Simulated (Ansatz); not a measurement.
# Run report: HfB12, single-point calculation

The run: single-point calculation of HfB12, multiplicity 5. Method and program: UKS PBE0-D4/def2-TZVP (Ansatz 0.2.0).

The geometry comes from this level: PBE-D4/def2-SVP.

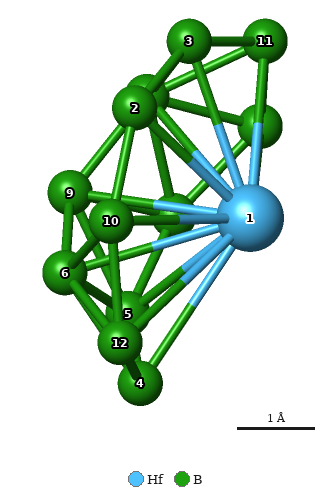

Fig. 1: The structure as given in the input (ball-and-stick view, seen at an oblique angle; atoms are numbered from 1 in the order of the input). Sticks mark near contacts. Bond lengths as drawn: B–B 1.59 to 1.78 Å and B–Hf 2.40 to 2.78 Å.

Key numbers:

- outcome: converged
- total energy: −9405.8475 eV
- mean-field energy: −9405.2362 eV
- dispersion energy: −0.6113 eV
- ⟨S²⟩: 6.038
- SCF solution under orbital rotations: stable
- HOMO (either spin): −4.59 eV
- LUMO (either spin): −4.35 eV
- hardware: 4 threads of Arm Neoverse V2, 23 GiB of memory available, shared host
- wall time: 2.8 min (CPU time 11 min)
- peak memory: 2.6 GiB

Input:
```yaml
crystal:
  periodic: [false, false, false]
  atoms:
    - {symbol: Hf, position_ang: [-0.759836, 0.726606, 0.737749]}
    - {symbol: B, position_ang: [-1.253979, 0.165579, -1.547631]}
    - {symbol: B, position_ang: [-0.268497, 1.440205, -1.536294]}
    - {symbol: B, position_ang: [-0.620773, -1.669968, 1.693295]}
    - {symbol: B, position_ang: [0.785177, -1.031032, 1.252614]}
    - {symbol: B, position_ang: [-0.278850, -1.628304, -0.022173]}
    - {symbol: B, position_ang: [1.563138, 1.943637, 0.513328]}
    - {symbol: B, position_ang: [1.254656, 0.854390, -0.820421]}
    - {symbol: B, position_ang: [1.047886, -0.734452, -0.455300]}
    - {symbol: B, position_ang: [-1.827993, -1.031527, -0.672340]}
    - {symbol: B, position_ang: [0.610897, 2.442501, -0.659255]}
    - {symbol: B, position_ang: [-1.863895, -1.827232, 0.711750]}
    - {symbol: B, position_ang: [1.612058, 0.349607, 0.804686]}
basis:
  gaussian: {orbitals: def2-TZVP, initial_orbitals: start.molden}
magnetization: {spin_polarized: true, initial_magnetization: 4}
hamiltonian: {xc: pbe0, dispersion: d4}
scf: {omitted_lower_state_checks: [starts]}
output: {orbitals: {seedname: orbitals}}
```

Launched with:
```bash
ansatz run in.yaml --threads 4 --pin off --events-out ev --progress --plain --max-ram 6963MiB
```

The program's output:
```
Functional definition: PBE0
  name "PBE0"
  cite "Adamo & Barone, J. Chem. Phys. 110, 6158 (1999) doi:10.1063/1.478522"
  cite "Perdew, Burke & Ernzerhof, Phys. Rev. Lett. 77, 3865 (1996) doi:10.1103/PhysRevLett.77.3865"
  parent pbe
  parameter a = 0.25
  parameter kappa = 0.804
  parameter beta = 0.06672455060314922
  exchange = (1 - a)*pbe_x(kappa = kappa, mu = beta*pi^2/3) + a*exact_x
  correlation = pbe_c(beta = beta)
these checks for a lower state are left out or cut short: starts
2421 factors; their error is unknown
mean field evaluation 1: about -9400.9104 eV, gradient 8.2e1 eV
mean field evaluation 2: about -9405.1405 eV, gradient 3.4e0 eV
mean field evaluation 4: about -9405.2352 eV, gradient 2.8e-1 eV
mean field evaluation 8: about -9405.2362 eV, gradient 1.9e-4 eV
mean field evaluation 16: about -9405.2362 eV, gradient 8.5e-6 eV
mean field -9405.23615771 eV, -345.6360536977 hartree, gradient 8.5e-6 eV, S^2 6.038146; 0 other end points of the search recorded, 0 dependent functions left out
reference -9405.23619407 eV, -345.6360550341 hartree; 38, 34 occupied and 374, 378 virtual orbitals, 2421 factors
Total energy: -9405.84751553 eV, -345.6585206834 hartree
Checks for a lower state left out: starts
```

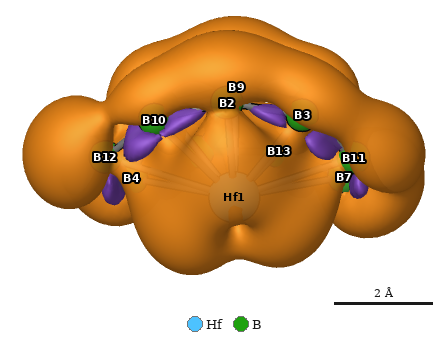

Fig. 2: Isosurfaces of the spin density (α minus β) at +0.015 (orange) and −0.015 e/Å³ (purple), seen from the side. The unpaired spin (4 electrons) lies mostly on Hf1 (about 1.0), B7 (about 0.4), B12 (about 0.4), B2 (about 0.3) and B4 (about 0.3), in electrons by Hirshfeld's partition.

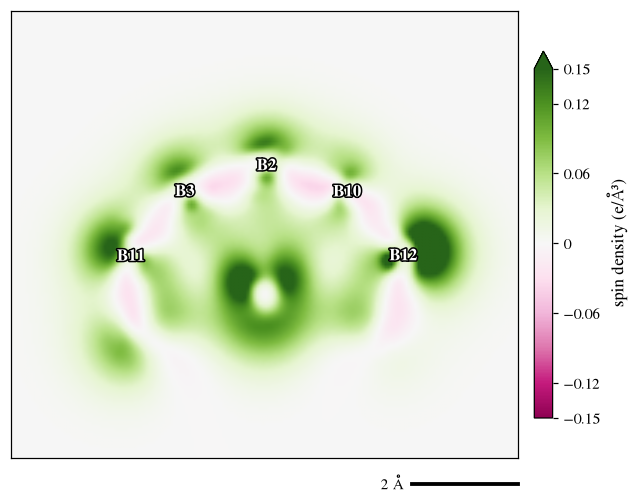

Fig. 3: Spin density (α minus β) on the plane of atoms B3, B2 and B10. Atoms in the plane: B. The unpaired spin (4 electrons) lies mostly on Hf1 (about 1.0), B7 (about 0.4), B12 (about 0.4), B2 (about 0.3) and B4 (about 0.3), in electrons by Hirshfeld's partition.

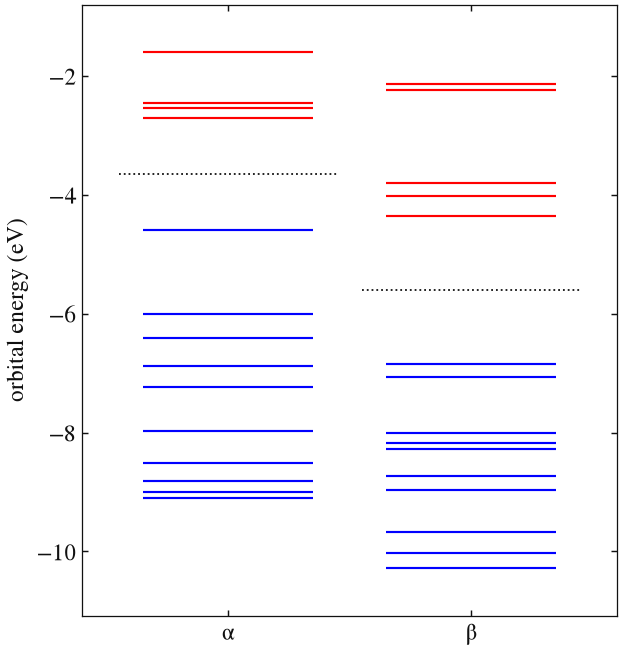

Fig. 4: Orbital energies near the frontier for α and β spins; the dotted line parts filled from empty levels, and levels within 0.02 eV of each other stand side by side. α: highest filled −4.59 eV, lowest empty −2.71 eV, 1.88 eV apart; β: highest filled −6.84 eV, lowest empty −4.35 eV, 2.49 eV apart.
